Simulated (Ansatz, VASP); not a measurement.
# GeMo: VASP beside Ansatz, part 2 of 2

Wanted: the spread between two codes on one cell, functional and k mesh. The cell is invented: As first built, before any earlier steps moved the atoms (in the runner's words): it takes the WC structure with all of its atoms replaced by other elements, volume scaled by an estimate. It may not be a known or stable phase. The cell is taken from a series of VASP runs on this material, whose earlier steps may have relaxed, scaled or displaced it; both programs get it as it stands. Valence electrons are named where the data sets of a main pair hold unlike numbers.

VASP 6.6.1 and Ansatz 0.2.0.

So far: Starting point; Ansatz: band structure, HSE06.

### 3. VASP: band structure, HSE06

Level of this step: HSE06; plane waves and PAW (Mo_sv, Ge_d); invented cell (VASP).

The same cell, functional, mesh and smearing now go to VASP, with its own data sets.

Lines of VASP's logs that name or quote its potential files are left out, and so is its time.

The run reads the wave functions of an earlier VASP run, which isn't shown here.

File INCAR:

```
SYSTEM = GeMo
PREC = Accurate
ENCUT = 410
EDIFF = 1E-06
NELM = 100
ISMEAR = 0
SIGMA = 0.02
LREAL = .FALSE.
ALGO = Normal
LHFCALC = .TRUE.
AEXX = 0.25
GGA = PE
HFSCREEN = 0.2
LASPH = .TRUE.
PRECFOCK = Fast
LORBIT = 11
LWAVE = .FALSE.
LCHARG = .FALSE.
KPAR = 4
```

File POSCAR:

```
GeMo
1.0
    3.2123678541      0.0000000145      0.0000000000
   -1.6061833970      2.7819918837      0.0000000000
    0.0000000000      0.0000000000      3.5904304994
Mo Ge
1 1
Direct
    0.0000000000      0.0000000000      0.0000000000
    0.6666666700      0.3333333300      0.5000000000
```

File KPOINTS:

```
Automatic mesh
0
Gamma
5 5 4
0 0 0
```

File KPOINTS_OPT:

```
Line mode
10
Line-mode
Reciprocal
  0.00000000   0.00000000   0.00000000 GAMMA
  0.50000000   0.00000000   0.00000000 M

  0.50000000   0.00000000   0.00000000 M
  0.33333333   0.33333333   0.00000000 K

  0.33333333   0.33333333   0.00000000 K
  0.00000000   0.00000000   0.00000000 GAMMA

  0.00000000   0.00000000   0.00000000 GAMMA
  0.00000000   0.00000000   0.50000000 A

  0.00000000   0.00000000   0.50000000 A
  0.50000000   0.00000000   0.50000000 L

  0.50000000   0.00000000   0.50000000 L
  0.33333333   0.33333333   0.50000000 H

  0.33333333   0.33333333   0.50000000 H
  0.00000000   0.00000000   0.50000000 A

  0.50000000   0.00000000   0.50000000 L
  0.50000000   0.00000000   0.00000000 M

  0.33333333   0.33333333   0.00000000 K
  0.33333333   0.33333333   0.50000000 H
```

The projector-augmented-wave data sets are Mo_sv and Ge_d (PBE family, release 64).

Command:

```bash
mpirun -np 4 vasp_std
```

Numbers of over 12 decimals in the logs are rounded to 6 here.

The program printed:

```text
[banner, memory and clock lines left out]
running    4 mpi-ranks, on    1 nodes
 distrk:  each k-point on    1 cores,    4 groups
 distr:  one band on    1 cores,    1 groups

 POSCAR found type information on POSCAR MoGe
 POSCAR found :  2 types and       2 ions
 LDA part: xc-table for (Slater+PW92), standard interpolation
 found WAVECAR, reading the header
 POSCAR, INCAR and KPOINTS ok, starting setup
 FFT: planning ... GRIDC
 FFT: planning ... GRID_SOFT
 FFT: planning ... GRID
 reading WAVECAR
 the WAVECAR file was read successfully
 initial charge from wavefunction
 entering main loop
       N       E                     dE             d eps       ncg     rms          rms(c)
DAV:   1    -0.183342670657E+02   -0.18334E+02   -0.86205E-01   688   0.146E+01    0.166E+00
DAV:   2    -0.183230533999E+02    0.11214E-01   -0.83608E-02   654   0.362E+00    0.726E-01
DAV:   3    -0.183285893218E+02   -0.55359E-02   -0.99663E-03   668   0.108E+00    0.483E-01
DAV:   4    -0.183288624278E+02   -0.27311E-03   -0.41925E-03   568   0.440E-01    0.335E-01
DAV:   5    -0.183287034009E+02    0.15903E-03   -0.18023E-03   564   0.285E-01    0.243E-01
DAV:   6    -0.183288811132E+02   -0.17771E-03   -0.35284E-04   562   0.138E-01    0.170E-01
DAV:   7    -0.183290573012E+02   -0.17619E-03   -0.16266E-04   608   0.887E-02    0.121E-01
DAV:   8    -0.183290601249E+02   -0.28237E-05   -0.72907E-05   592   0.581E-02    0.823E-02
DAV:   9    -0.183290504683E+02    0.96566E-05   -0.96413E-06   576   0.314E-02    0.504E-02
DAV:  10    -0.183290463558E+02    0.41125E-05   -0.23894E-06   384   0.212E-02    0.284E-02
DAV:  11    -0.183290450288E+02    0.13269E-05   -0.85284E-07   280   0.107E-02    0.157E-02
DAV:  12    -0.183290445807E+02    0.44814E-06   -0.23968E-07   274   0.563E-03
   1 F= -.18329045E+02 E0= -.18328420E+02  d E =-.124889E-02
 Start KPOINTS_OPT (optional k-point list driver)
k-point batch [1-15\90]
       N       E                     dE             ncg
DAV:   1    -0.202997238580E+04   -0.11656E+05      592
DAV:   2    -0.567611861537E+04   -0.36461E+04      544
DAV:   3    -0.598328630354E+04   -0.30717E+03      602
DAV:   4    -0.600059641193E+04   -0.17310E+02      628
DAV:   5    -0.600138058933E+04   -0.78418E+00      678
DAV:   6    -0.600139926177E+04   -0.18672E-01      682
DAV:   7    -0.600139959527E+04   -0.33351E-03      688
DAV:   8    -0.600139960272E+04   -0.74518E-05      588
DAV:   9    -0.600139960295E+04   -0.22910E-06      470
[...]
k-point batch [76-90\90]
       N       E                     dE             ncg
DAV:   1    -0.217289233248E+04   -0.17723E+05      586
DAV:   2    -0.571902743893E+04   -0.35461E+04      542
DAV:   3    -0.602557704023E+04   -0.30655E+03      574
DAV:   4    -0.604111693078E+04   -0.15540E+02      640
DAV:   5    -0.604181967968E+04   -0.70275E+00      670
DAV:   6    -0.604183369866E+04   -0.14019E-01      648
DAV:   7    -0.604183405079E+04   -0.35213E-03      730
DAV:   8    -0.604183405996E+04   -0.91755E-05      534
DAV:   9    -0.604183406031E+04   -0.34413E-06      496
```

Parts of OUTCAR (step 3):

```text
ion  position               nearest neighbor table
   1  0.000  0.000  0.000-   2 2.58   2 2.58   2 2.58   2 2.58   2 2.58   2 2.58
   2  0.667  0.333  0.500-   1 2.58   1 2.58   1 2.58   1 2.58   1 2.58   1 2.58

  LATTYP: Found a hexagonal cell.
 ALAT       =     3.2123678541
 C/A-ratio  =     1.1176897113

 Subroutine GETGRP returns: Found 12 space group operations
 (whereof 12 operations were pure point group operations)

The static configuration has the point symmetry D_3h.

 Found     15 irreducible k-points:

   k-points           NKPTS =     15   k-points in BZ     NKDIM =    100   number of bands    NBANDS=     18

   dimension x,y,z NGX =    24 NGY =   24 NGZ =   24
   dimension x,y,z NGXF=    48 NGYF=   48 NGZF=   48

   ENCUT  =  410.0 eV  30.13 Ry    5.49 a.u.   5.30  5.30  5.93*2*pi/ulx,y,z

   NELECT =      28.0000    total number of electrons

 k-points in reciprocal lattice and weights: Automatic mesh
   0.00000000  0.00000000  0.00000000       0.010
   0.20000000 -0.00000000  0.00000000       0.060
   0.40000000 -0.00000000  0.00000000       0.060
   0.20000000  0.20000000  0.00000000       0.060
   0.40000000  0.20000000  0.00000000       0.060
   0.00000000  0.00000000  0.25000000       0.020
   0.20000000 -0.00000000  0.25000000       0.120
   0.40000000 -0.00000000  0.25000000       0.120
   0.20000000  0.20000000  0.25000000       0.120
[...]
0.20000000  0.20000000  0.50000000       0.060
   0.40000000  0.20000000  0.50000000       0.060

  exchange ACFDT corr.  =         0.00000000  see jH, gK, PRB 81, 115126

 average (electrostatic) potential at core
       1 -66.2610       2 -61.8962

 E-fermi :   9.8855

 k-point     1 :       0.0000    0.0000    0.0000
  band No.  band energies     occupation
    ...
      9     -17.7377      2.00000
     10      -3.3847      2.00000
     11       6.2430      2.00000
     12       8.0901      2.00000
     13       8.0901      2.00000
     14      10.0707      0.00000
     15      10.5391      0.00000
     16      10.5391      0.00000
     17      17.6700      0.00000
     18      17.6700      0.00000

 k-point     2 :       0.2000   -0.0000    0.0000
  band No.  band energies     occupation
    ...
     10      -2.4999      2.00000
     11       6.4092      2.00000
     12       7.2124      2.00000
     13       7.6243      2.00000
     14       9.0145      2.00000
     15      10.3112      0.00000
     16      13.6768      0.00000
     17      14.2114      0.00000
     18      15.8310      0.00000

 k-point     3 :       0.4000   -0.0000    0.0000
  band No.  band energies     occupation
    ...
      9     -17.7121      2.00000
     10      -0.2871      2.00000
     11       4.2321      2.00000
     12       6.2376      2.00000
     13       6.9460      2.00000
     14       9.9680      0.00000
     15      11.1182      0.00000
     16      13.3904      0.00000
     17      13.6306      0.00000
     18      16.1444      0.00000

  energy-cutoff  :      410.00
  volume of cell :       32.09
      direct lattice vectors                 reciprocal lattice vectors
     3.212367854  0.000000015  0.000000000     0.311296851  0.179727280  0.000000000
    -1.606183397  2.781991884  0.000000000    -0.000000002  0.359454678  0.000000000
     0.000000000  0.000000000  3.590430499     0.000000000  0.000000000  0.278518133

 POSITION                                       TOTAL-FORCE (eV/Angst)
 -----------------------------------------------------------------------------------
      0.00000      0.00000      0.00000        -0.000000      0.000000      0.000000
      1.60618      0.92733      1.79522         0.000000     -0.000000      0.000000
 -----------------------------------------------------------------------------------
    total drift:                               -0.000012      0.000000     -0.000000

  FREE ENERGIE OF THE ION-ELECTRON SYSTEM (eV)
  ---------------------------------------------------
  free  energy   TOTEN  =       -18.3290445807 eV

  energy  without entropy=      -18.3277956892  energy(sigma->0) =      -18.32842013

 total charge
# of ion       s       p       d       tot
------------------------------------------
    1        2.260   6.166   3.984  12.410
    2        1.128   1.316  10.094  12.539
--------------------------------------------------
tot          3.388   7.482  14.078  24.948

[... 3 further parts left out ...]
```

### 4. Comparison

Known differences besides the potentials themselves: exact exchange at q = 0 is treated differently, which shows on coarse meshes; VASP keeps PBE cores, Ansatz makes them for the functional; the cutoff is 420 eV in Ansatz and 410 eV in VASP; VASP takes a coarser grid for exact exchange (PRECFOCK = Fast). Total energies have different zeros and are not compared.

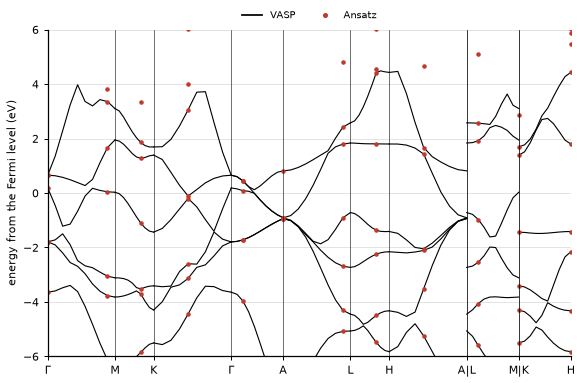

Bands from VASP (lines) and levels from Ansatz (dots). Dots without a line are higher empty bands that the VASP plot leaves out.

Levels from 3 eV below to 2 eV above the Fermi level differ by 1 meV r.m.s. and 3 meV at most; each VASP level is matched to the nearest of Ansatz, which flatters the figure a little.

### 5. Outcome

```
r.m.s. difference of levels near the Fermi level (band structure, HSE06) : 1.4 meV
```

**Reading.** The r.m.s. difference of levels near the Fermi level is 1.4 meV (band structure, HSE06), within the 80 meV picked in this series as the mark of a large difference. Such differences can come from data sets, numerical settings and the points named under the comparisons, not from the functional's error against experiment.

[Lines on the potential files, build, host, timing and source positions are cut from VASP's logs without a mark.]

[Logs are printed without paths, hosts, clocks, repeated set-up lines and the standing remarks that a program may print on its own settings, such as how far it seeks lower states.]

[Hosts, paths, dates, database ids (printed as entryN), source tags and the programs' standing remarks are cut or masked in the printed files.]
